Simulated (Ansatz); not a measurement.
# BH₃Br (doublet): one geometry, many settings at distance B1–H4 along a hydrogen transfer = 1.110 Å

Aim: run BH₃Br (doublet) at one geometry under a spread of methods and options, and see what each costs and gives.

Method: the settings change from run to run; program: Ansatz 0.2.0, Gaussian basis.

16 further runs of the same task are left out: 9 for a known fault of the program, 1 for a mislabelled method, 6 that didn't finish.

### 1 The geometry

The geometry derives from fragments relaxed apart (PBE0/def2-TZVP) and kept rigid, so it is no stationary point. A hydrogen atom is moved between rigid fragments. No spin-orbit coupling is included. The filled d shell of Br may be among the frozen orbitals whatever the setting's name suggests; the logs give the count.

5 atoms, charge 0, spin multiplicity 2.

Atoms are counted from 1 here; the program's logs count them from 0.

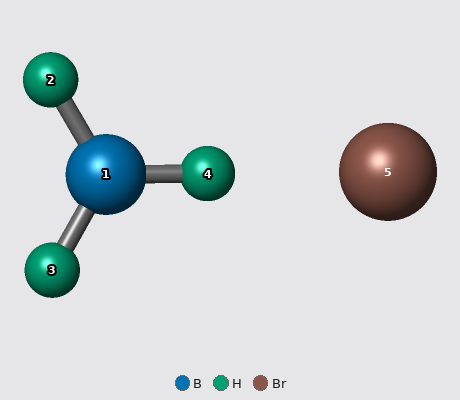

The structure; boron blue, hydrogen teal, bromine brown; atoms are numbered from 1 in the order of the file.

Coordinates:

```xyz
5
charge 0, multiplicity 2
B    -2.6279    0.0000    0.0000
H    -3.2247    1.0336    0.0000
H    -3.2247   -1.0336    0.0000
H    -1.5179    0.0000    0.0000
Br    0.4561    0.0000    0.0000
```

### 2 BCCD(T) on UHF/STO-3G

in.yaml reads:

```yaml
crystal:
  periodic: [false, false, false]
  atoms:
    - {symbol: B, position_ang: [-2.627938, 0.000000, 0.000000]}
    - {symbol: H, position_ang: [-3.224671, 1.033571, 0.000000]}
    - {symbol: H, position_ang: [-3.224671, -1.033571, 0.000000]}
    - {symbol: H, position_ang: [-1.517938, 0.000000, 0.000000]}
    - {symbol: Br, position_ang: [0.456062, 0.000000, 0.000000]}
basis:
  gaussian: {orbitals: STO-3G}
magnetization: {spin_polarized: true, initial_magnetization: 1}
correlation: {method: bccd_t, electrons: outside_noble_gas}
accuracy: high
scf: {lower_state_search: off}
```

Run with:

```bash
> ansatz run in.yaml --threads 1 --pin off --events-out ev --progress --plain --max-ram 2393MiB
```

Standard output (excerpt; [...] marks lines left out):

```text
Functional definition: HF
  name "HF"
  cite "Fock, Z. Phys. 61, 126 (1930) doi:10.1007/BF01340294"
  parent pbe
[...]
335 factors; integrals over basis functions are off by at most 8.7e-8 eV
[...]
mean field -69951.92014658 eV, -2570.6856502724 hartree, gradient 1.6e-8 eV, S^2 0.751170; 0 other end points of the search recorded, 0 dependent functions left out
15 core orbitals not correlated: weight in the atoms' cores, before any rotation towards them, 1.000 or more for the frozen orbitals, at most 0.000 for the correlated occupied ones
reference -69951.92014658 eV, -2570.6856502724 hartree; 7, 6 occupied and 4, 5 virtual orbitals, 335 factors
second order -0.97409165 eV of doubles, -0.00000000 eV of singles
cycle   1  -1.26257711 eV  change   -2.9e-1 eV  update   3.8e-2
[...]
cycle  22  -1.40426012 eV  change  -6.3e-10 eV  update  7.6e-10
perturbative correction -0.00668233 eV, -0.0002455710 hartree
Total energy: -69953.33108903 eV, -2570.7375014511 hartree
Checks for a lower state left out: stability, starts, cluster_reference, orbital_swaps, neighbouring_geometries, increment
```

Wall time 0.45 s (1 thread of Arm Neoverse V2, shared host).

From the report: ⟨S²⟩ of the determinant 0.751 (pure doublet: 0.75); correlation -1.4109 eV; largest double amplitude 0.06.

### 3 HF/6-31G

Changes to in.yaml since step 2:

```diff
@@ -9,6 +9,7 @@
 basis:
-  gaussian: {orbitals: STO-3G}
-magnetization: {spin_polarized: true, initial_magnetization: 1}
-correlation: {method: bccd_t, electrons: outside_noble_gas}
+  gaussian: {orbitals: 6-31G}
+magnetization: {spin_polarized: false, initial_magnetization: 1}
+hamiltonian: {xc: hf}
 accuracy: high
 scf: {lower_state_search: off}
+output: {orbitals: {seedname: orbitals}}
```

Same command.

Standard output:

```text
Functional definition: HF
  name "HF"
  cite "Fock, Z. Phys. 61, 126 (1930) doi:10.1007/BF01340294"
  parent pbe
  exchange = exact_x
  correlation = 0
these checks for a lower state are left out or cut short: stability, starts, cluster_reference, orbital_swaps, neighbouring_geometries, increment
783 factors; integrals over basis functions are off by at most 3.9e-9 eV
mean field evaluation 1: about -70704.1204 eV, gradient 1.3e1 eV
mean field evaluation 2: about -70704.1185 eV, gradient 1.3e1 eV
mean field evaluation 4: about -70705.8366 eV, gradient 2.6e0 eV
mean field evaluation 8: about -70705.9290 eV, gradient 4.4e-4 eV
mean field -70705.92903583 eV, -2598.3949658666 hartree, gradient 4.6e-8 eV, S^2 0.750000; 0 other end points of the search recorded, 0 dependent functions left out
reference -70705.92903583 eV, -2598.3949658666 hartree; 22, 21 occupied and 22, 23 virtual orbitals, 783 factors
Total energy: -70705.92903583 eV, -2598.3949658666 hartree
Checks for a lower state left out: stability, starts, cluster_reference, orbital_swaps, neighbouring_geometries, increment
```

Wall time 0.54 s (1 thread of Arm Neoverse V2, shared host).

### 4 MP2 on UHF/cc-pVDZ

Changes to in.yaml since step 3:

```diff
@@ -9,7 +9,4 @@
 basis:
-  gaussian: {orbitals: 6-31G}
-magnetization: {spin_polarized: false, initial_magnetization: 1}
-hamiltonian: {xc: hf}
-accuracy: high
-scf: {lower_state_search: off}
-output: {orbitals: {seedname: orbitals}}
+  gaussian: {orbitals: cc-pVDZ}
+magnetization: {spin_polarized: true, initial_magnetization: 1}
+correlation: {method: mp2, electrons: outside_noble_gas}
```

The command is unchanged.

Standard output (excerpt; [...] marks lines left out):

```text
Functional definition: HF
  name "HF"
  cite "Fock, Z. Phys. 61, 126 (1930) doi:10.1007/BF01340294"
  parent pbe
[...]
574 factors; integrals over basis functions are off by at most 1.3e-3 eV
[...]
mean field -70715.25572640 eV, -2598.7377154233 hartree, gradient 1.9e-6 eV, S^2 0.758940; 13 other end points of the search recorded, 0 dependent functions left out
15 core orbitals not correlated: weight in the atoms' cores, before any rotation towards them, 1.000 or more for the frozen orbitals, at most 0.000 for the correlated occupied ones
reference -70715.25572640 eV, -2598.7377154233 hartree; 7, 6 occupied and 34, 35 virtual orbitals, 574 factors
second order -5.23398120 eV of doubles, -0.00000000 eV of singles
Total energy: -70720.48970760 eV, -2598.9300606848 hartree
```

It took 3 s on 1 thread of Arm Neoverse V2, shared host.

From the report: ⟨S²⟩ of the determinant 0.759 (pure doublet: 0.75).

### 5 CISD/STO-3G

Changes to in.yaml since step 4:

```diff
@@ -9,4 +9,5 @@
 basis:
-  gaussian: {orbitals: cc-pVDZ}
-magnetization: {spin_polarized: true, initial_magnetization: 1}
-correlation: {method: mp2, electrons: outside_noble_gas}
+  gaussian: {orbitals: STO-3G}
+magnetization: {spin_polarized: false, initial_magnetization: 1}
+correlation: {active_space: {ras: {orbitals: [11, 1, 4], electrons: 23, max_holes: 2, max_particles: 2}, fixed_orbitals: true}}
+output: {forces: true}
```

Same command.

Standard output (excerpt; [...] marks lines left out):

```text
Functional definition: HF
  name "HF"
  cite "Fock, Z. Phys. 61, 126 (1930) doi:10.1007/BF01340294"
  parent pbe
[...]
277 factors; integrals over basis functions are off by at most 3.4e-5 eV
[...]
mean field -69951.90980970 eV, -2570.6852703990 hartree, gradient 7.8e-7 eV, S^2 0.750000; 13 other end points of the search recorded, 0 dependent functions left out
reference -69951.90980970 eV, -2570.6852703990 hartree; 22, 21 occupied and 4, 5 virtual orbitals, 277 factors
state -69953.29893280 eV, -2570.7363197313 hartree
[...]
Total energy: -69953.29893280 eV, -2570.7363197313 hartree
Atom 0 at    -2.627938     0.000000     0.000000 Å, force    -3.788413    -0.000000    -0.000000 eV/Å
Atom 1 at    -3.224671     1.033571     0.000000 Å, force     0.172373    -0.309668    -0.000000 eV/Å
Atom 2 at    -3.224671    -1.033571     0.000000 Å, force     0.172373     0.309668    -0.000000 eV/Å
Atom 3 at    -1.517938     0.000000     0.000000 Å, force     1.782775     0.000000     0.000000 eV/Å
Atom 4 at     0.456062     0.000000     0.000000 Å, force     1.660893    -0.000000    -0.000000 eV/Å
Dipole moment:    -0.071856    -0.000000     0.000000 e Å
```

Run time: 0.9 s. Hardware: 1 thread of Arm Neoverse V2, shared host.

From the report: 1,412 determinants.

### 6 MRCISD+Q(5,6)/STO-3G

Changes to in.yaml since step 5:

```diff
@@ -9,5 +9,4 @@
 basis:
-  gaussian: {orbitals: STO-3G}
+  gaussian: {orbitals: STO-3G, fitting: {mean_field: def2-universal-jkfit}}
 magnetization: {spin_polarized: false, initial_magnetization: 1}
-correlation: {active_space: {ras: {orbitals: [11, 1, 4], electrons: 23, max_holes: 2, max_particles: 2}, fixed_orbitals: true}}
-output: {forces: true}
+correlation: {method: fic_mrcisd_q, electrons: all, active_space: {window: {electrons: 5, orbitals: 6}}}
```

The command is unchanged.

Standard output (excerpt; [...] marks lines left out):

```text
Functional definition: HF
  name "HF"
  cite "Fock, Z. Phys. 61, 126 (1930) doi:10.1007/BF01340294"
  parent pbe
[...]
395 factors; integrals over basis functions are off by at most 1.8e-2 eV
[...]
mean field -69951.91304402 eV, -2570.6853892580 hartree, gradient 6.2e-7 eV, S^2 0.750000; 13 other end points of the search recorded, 0 dependent functions left out
reference -69951.91304402 eV, -2570.6853892580 hartree; 22, 21 occupied and 4, 5 virtual orbitals, 395 factors
state -69952.81158546 eV, -2570.7184100471 hartree
contracted CI cycle   1: correlation 0.00000000 eV, 0.0000000000 hartree, residual 5.50e0 eV
contracted CI cycle   2: correlation -0.52209763 eV, -0.0191867340 hartree, residual 1.04e0 eV
contracted CI cycle   3: correlation -0.53392215 eV, -0.0196212773 hartree, residual 2.22e-1 eV
[...]
contracted CI cycle   2: correlation -0.53521217 eV, -0.0196686846 hartree, residual 1.45e0 eV
contracted CI cycle   3: correlation -0.55722006 eV, -0.0204774595 hartree, residual 3.13e-1 eV
contracted CI cycle   4: correlation -0.55817254 eV, -0.0205124625 hartree, residual 8.05e-2 eV
contracted CI cycle   5: correlation -0.55829237 eV, -0.0205168662 hartree, residual 3.58e-2 eV
contracted CI cycle   6: correlation -0.55832845 eV, -0.0205181920 hartree, residual 2.33e-2 eV
contracted CI cycle   7: correlation -0.55833625 eV, -0.0205184788 hartree, residual 7.99e-3 eV
contracted CI cycle   8: correlation -0.55833739 eV, -0.0205185208 hartree, residual 3.42e-3 eV
contracted CI cycle   9: correlation -0.55833759 eV, -0.0205185281 hartree, residual 1.56e-3 eV
state -69952.78620227 eV, -2570.7174772320 hartree; corrected -69953.35149548 eV, -2570.7382513743 hartree
state -69952.81158546 eV, -2570.7184100471 hartree; corrected -69953.35248435 eV, -2570.7382877146 hartree
[...]
Total energy: -69953.35248435 eV, -2570.7382877146 hartree
```

Run time: 3.2 s. Hardware: 1 thread of Arm Neoverse V2, shared host.

From the report: 76 determinants; active occupations 1.98, 1.98, 1.00, 0.02, 0.02, 0.00.

### 7 HF/cc-pVDZ

in.yaml reads:

```yaml
crystal:
  periodic: [false, false, false]
  atoms:
    - {symbol: B, position_ang: [-2.627938, 0.000000, 0.000000]}
    - {symbol: H, position_ang: [-3.224671, 1.033571, 0.000000]}
    - {symbol: H, position_ang: [-3.224671, -1.033571, 0.000000]}
    - {symbol: H, position_ang: [-1.517938, 0.000000, 0.000000]}
    - {symbol: Br, position_ang: [0.456062, 0.000000, 0.000000]}
basis:
  gaussian: {orbitals: cc-pVDZ}
magnetization: {spin_polarized: true, initial_magnetization: 1}
hamiltonian: {xc: hf}
accuracy: high
output: {orbitals: {seedname: orbitals}}
```

Launched as before.

Standard output:

```text
Functional definition: HF
  name "HF"
  cite "Fock, Z. Phys. 61, 126 (1930) doi:10.1007/BF01340294"
  parent pbe
  exchange = exact_x
  correlation = 0
1124 factors; integrals over basis functions are off by at most 4.6e-9 eV
mean field evaluation 1: about -70713.6643 eV, gradient 1.0e1 eV
mean field evaluation 2: about -70713.6875 eV, gradient 1.0e1 eV
mean field evaluation 4: about -70715.1594 eV, gradient 1.8e0 eV
mean field evaluation 8: about -70715.2556 eV, gradient 9.5e-2 eV
mean field evaluation 16: about -70715.2557 eV, gradient 2.1e-8 eV
mean field evaluation 32: about -70714.4949 eV, gradient 2.7e-1 eV
mean field evaluation 64: about -70714.4554 eV, gradient 4.9e-1 eV
mean field -70715.25574761 eV, -2598.7377162028 hartree, gradient 2.1e-8 eV, S^2 0.758940; 3 other end points of the search recorded, 0 dependent functions left out
reference -70715.25574761 eV, -2598.7377162028 hartree; 22, 21 occupied and 34, 35 virtual orbitals, 1124 factors
Total energy: -70715.25574761 eV, -2598.7377162028 hartree
```

It took 2.6 s on 1 thread of Arm Neoverse V2, shared host.

From the report: ⟨S²⟩ of the determinant 0.759 (pure doublet: 0.75).

### 8 BCCD on ROHF/cc-pVDZ

Changes to in.yaml since step 7:

```diff
@@ -10,5 +10,4 @@
   gaussian: {orbitals: cc-pVDZ}
-magnetization: {spin_polarized: true, initial_magnetization: 1}
-hamiltonian: {xc: hf}
+magnetization: {spin_polarized: false, initial_magnetization: 1}
+correlation: {method: bccd, electrons: outside_noble_gas}
 accuracy: high
-output: {orbitals: {seedname: orbitals}}
```

The command is unchanged.

Standard output (excerpt; [...] marks lines left out):

```text
Functional definition: HF
  name "HF"
  cite "Fock, Z. Phys. 61, 126 (1930) doi:10.1007/BF01340294"
  parent pbe
[...]
1124 factors; integrals over basis functions are off by at most 4.6e-9 eV
[...]
mean field -70715.14261883 eV, -2598.7335587969 hartree, gradient 1.7e-8 eV, S^2 0.750000; 13 other end points of the search recorded, 0 dependent functions left out
[...]
determinant -70715.14261883 eV, -2598.7335587969 hartree, with singles and doubles -70721.49642719 eV, -2598.9670569471 hartree
determinant -70714.39109715 eV, -2598.7059408846 hartree, with singles and doubles -70720.69665491 eV, -2598.9376658582 hartree
determinant -70714.36344564 eV, -2598.7049247101 hartree, with singles and doubles -70720.66951868 eV, -2598.9366686199 hartree
15 core orbitals not correlated: weight in the atoms' cores, before any rotation towards them, 1.000 or more for the frozen orbitals, at most 0.000 for the correlated occupied ones
reference -70715.14261883 eV, -2598.7335587969 hartree; 7, 6 occupied and 34, 35 virtual orbitals, 1124 factors
second order -5.29023477 eV of doubles, -0.07156072 eV of singles
cycle   1  -6.35364198 eV  change    1.7e-4 eV  update   2.6e-3
[...]
cycle  19  -6.35215611 eV  change  -6.0e-11 eV  update   1.1e-9
Total energy: -70721.49477495 eV, -2598.9669962284 hartree
```

Run time: 11 s. Hardware: 1 thread of Arm Neoverse V2, shared host.

From the report: correlation -6.3522 eV; largest double amplitude 0.04.

### 9 CCSD/cc-pVDZ

Changes to in.yaml since step 8:

```diff
@@ -11,3 +11,5 @@
 magnetization: {spin_polarized: false, initial_magnetization: 1}
-correlation: {method: bccd, electrons: outside_noble_gas}
-accuracy: high
+hamiltonian: {xc: {name: r2SCAN}}
+correlation: {method: ccsd, electrons: outside_noble_gas}
+scf: {lower_state_search: off}
+output: {forces: true}
```

Same command.

Standard output (excerpt; [...] marks lines left out):

```text
Functional definition: r2SCAN
  name "r2SCAN"
  cite "Furness, Kaplan, Ning, Perdew & Sun, J. Phys. Chem. Lett. 11, 8208 (2020) doi:10.1021/acs.jpclett.0c02405"
  cite "Furness, Kaplan, Ning, Perdew & Sun, J. Phys. Chem. Lett. 11, 9248 (2020) doi:10.1021/acs.jpclett.0c03077"
  parent r2scan
[...]
574 factors; integrals over basis functions are off by at most 1.3e-3 eV
[...]
mean field -70766.93039557 eV, -2600.6367244888 hartree, gradient 4.5e-7 eV, S^2 0.750000; 0 other end points of the search recorded, 0 dependent functions left out
15 core orbitals not correlated: weight in the atoms' cores, before any rotation towards them, 1.000 or more for the frozen orbitals, at most 0.000 for the correlated occupied ones
reference -70714.67852917 eV, -2598.7165038165 hartree; 7, 6 occupied and 34, 35 virtual orbitals, 574 factors
second order -5.48378386 eV of doubles, -0.28555389 eV of singles
cycle   1  -6.43418121 eV  change   -6.6e-1 eV  update   5.2e-2
[...]
cycle  14  -6.66398620 eV  change   -7.0e-8 eV  update   1.6e-7
[...]
Total energy: -70721.34251537 eV, -2598.9614007923 hartree
Atom 0 at    -2.627938     0.000000     0.000000 Å, force    -3.393912     0.000000    -0.000000 eV/Å
Atom 1 at    -3.224671     1.033571     0.000000 Å, force    -0.082420     0.310826    -0.000000 eV/Å
Atom 2 at    -3.224671    -1.033571     0.000000 Å, force    -0.082420    -0.310826     0.000000 eV/Å
Atom 3 at    -1.517938     0.000000     0.000000 Å, force     2.678291    -0.000000     0.000000 eV/Å
Atom 4 at     0.456062     0.000000     0.000000 Å, force     0.880462     0.000000    -0.000000 eV/Å
Dipole moment:    -0.189993     0.000000     0.000000 e Å
Checks for a lower state left out: starts, cluster_reference, orbital_swaps, neighbouring_geometries, increment
```

Wall time 9 s (1 thread of Arm Neoverse V2, shared host).

From the report: correlation -6.6640 eV; T1 0.027; largest double amplitude 0.04. The orbitals are Kohn-Sham ones, so correlation energy and T1 don't compare with those on Hartree-Fock orbitals.

### 10 The runs in one table

Where basis and cores are those of an earlier UCCSDT(Q)/cc-pVDZ run (-70721.6082 eV), and the state is the same kind, the miss against it is given.

```
                            level         correlated  functions  energy (eV)  from UCCSDT(Q) (meV)    time
            BCCD(T) on UHF/STO-3G  outside noble gas         26  -69953.3311                        0.45 s
                         HF/6-31G                            44  -70705.9290                        0.54 s
               MP2 on UHF/cc-pVDZ  outside noble gas         56  -70720.4897                1118.5     3 s
                      CISD/STO-3G            valence         26  -69953.2989                         0.9 s
             MRCISD+Q(5,6)/STO-3G                all         26  -69953.3525                         3.2 s
                       HF/cc-pVDZ                            56  -70715.2557                6352.5   2.6 s
             BCCD on ROHF/cc-pVDZ  outside noble gas         56  -70721.4948                 113.4    11 s
CCSD/cc-pVDZ (on r2SCAN orbitals)  outside noble gas         56  -70721.3425                 265.7     9 s
```

### 11 Outcome

| quantity | value |
| --- | --- |
| runs | 8 |
| quickest | BCCD(T) on UHF/STO-3G, 0.45 s |
| slowest | BCCD on ROHF/cc-pVDZ, 11 s |

What this shows: Total energies in different bases, with other cores or another treatment of relativity can't be set against each other. BCCD on ROHF/cc-pVDZ took 23 times as long as BCCD(T) on UHF/STO-3G; the jobs differ in more than the method. Among the correlated runs with a miss given, it spans +113 to +1118 meV. Hartree-Fock, CASSCF and CASCI lack dynamic correlation by design. Cores frozen from Kohn-Sham orbitals shift the total energy.
